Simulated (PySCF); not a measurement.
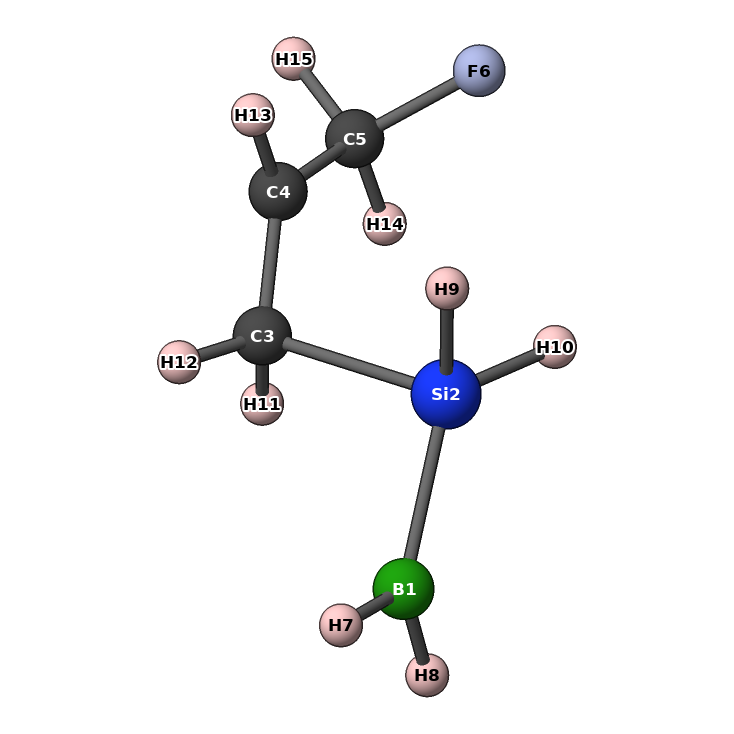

The questions are on Mulliken spin populations. Charge 0, doublet. The geometry was computed by an optimisation with GFN2-xTB. No frequency run is at hand to confirm it as a minimum. Level of theory: UKS B3LYP, pcH-1 on B C F H Si, non-relativistic (PySCF 2.14.0).

List the Mulliken spin populations.

| atom | value (e) |
| --- | --- |
| B1 | 0.21 |
| Si2 | 0.18 |
| C3 | −0.11 |
| C4 | 0.75 |
| C5 | −0.03 |
| F6 | 0.03 |
| H7 | −0.01 |
| H8 | −0.01 |
| H9 | −0.01 |
| H10 | −0.01 |
| H11 | 0.01 |
| H12 | 0.01 |
| H13 | −0.03 |
| H14 | 0.00 |
| H15 | 0.02 |

Mulliken values depend strongly on the basis set. The geometry is semi-empirical. Around B, Si such bond lengths and angles can be off by a tenth of an ångström or more and by several degrees, and values that hang on the shape move with them.
